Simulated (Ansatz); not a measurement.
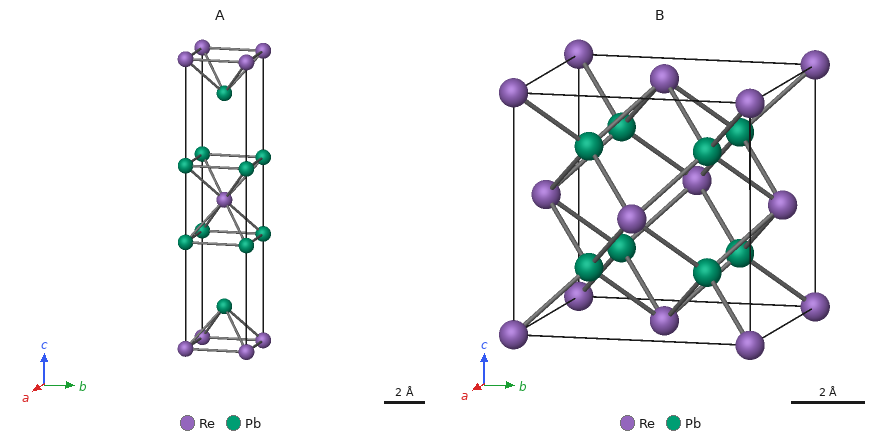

Two structures of RePb$_{2}$, each relaxed to rest (conventional cells in solid outline, small ones repeated, not to one scale). Method: Ansatz, DFT PBE, scalar-relativistic, plane waves, PAW, without spin polarisation.

Name structures A and B.

Answer. A: 6 atoms a cell on a body-centred tetragonal lattice, I4/mmm. B: fluorite (CaF₂ type), Fm-3m.

A or B: which is lower in energy?

Answer. A is lower, by 178 meV/atom at this level of theory (energies at zero smearing). Volumes: A 25.3, B 25.4 Å³/atom.

One or both may be structure types tried for this composition rather than known phases.
